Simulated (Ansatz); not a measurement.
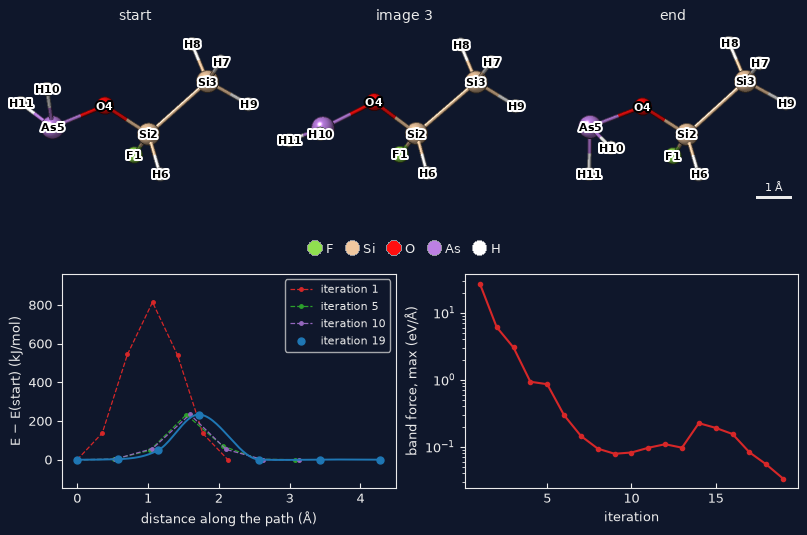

A nudged-elastic-band calculation for Si₂AsH₆OF. Images are numbered from 0 (start) to 6 (end). The plot follows the band through its iterations. The picture is a ball-and-stick view, seen at a tilt.

Level of theory: RKS PBE0/def2-SVP (Ansatz 0.2.0).

Input file:
```yaml
crystal:
  periodic: [false, false, false]
  atoms:
    - { symbol: F, position_ang: [-2.168898, 0.345763, -0.061683] }
    - { symbol: Si, position_ang: [-0.570797, 0.636074, 0.069709] }
    - { symbol: Si, position_ang: [0.14345, -0.031829, 2.194457] }
    - { symbol: O, position_ang: [0.247962, -0.298681, -1.017856] }
    - { symbol: As, position_ang: [0.354786, -0.116545, -2.819078] }
    - { symbol: H, position_ang: [-0.400079, 2.088648, -0.235052] }
    - { symbol: H, position_ang: [1.612044, 0.216225, 2.327323] }
    - { symbol: H, position_ang: [-0.130575, -1.488124, 2.384173] }
    - { symbol: H, position_ang: [-0.572526, 0.744631, 3.253091] }
    - { symbol: H, position_ang: [1.779358, -0.662145, -2.92115] }
    - { symbol: H, position_ang: [-0.229225, -1.490917, -3.153433] }
basis:
  gaussian: { orbitals: def2-SVP }
hamiltonian:
  xc: pbe0
neb:
  order_check: false
  images: 5
  f_tol: 0.05
  max_iterations: 60
  initial_path: linear
  final_atoms:
    - { symbol: F, position_ang: [-2.05684825, 0.11595806, -0.19045976] }
    - { symbol: Si, position_ang: [-0.44839039, 0.31244546, -0.02364396] }
    - { symbol: Si, position_ang: [0.12643638, 0.02427836, 2.22537955] }
    - { symbol: O, position_ang: [0.33771217, -0.8648979, -0.87672549] }
    - { symbol: As, position_ang: [0.58207442, -1.07680658, -2.65589575] }
    - { symbol: H, position_ang: [-0.14766293, 1.66112546, -0.59201483] }
    - { symbol: H, position_ang: [1.59386938, 0.26286423, 2.38664544] }
    - { symbol: H, position_ang: [-0.19939991, -1.36708095, 2.66006126] }
    - { symbol: H, position_ang: [-0.61626, 0.99751394, 3.08371377] }
    - { symbol: H, position_ang: [1.51366271, 0.12687713, -2.86129253] }
    - { symbol: H, position_ang: [-0.61969357, -0.2491772, -3.1352667] }
```

Run as
```bash
ansatz run input.yaml --threads 2 --pin off --max-ram 3072MiB --backend cpu --events-out ev --progress --plain --runs-dir out
```

Question: Judge this run.

Answer: The run is converged, with reservations. The band converged in 19 iterations. The largest component of the band force went from 27 to 0.034 eV/Å. The climbing image converged on the top of the path. Its curvatures weren't checked. The straight starting path can push atoms close together and costs iterations. The first iteration put the highest image at 814.5 kJ/mol. The barrier is about 233.5 kJ/mol in both directions, with image 3 at the top; the ends have nearly the same energy.
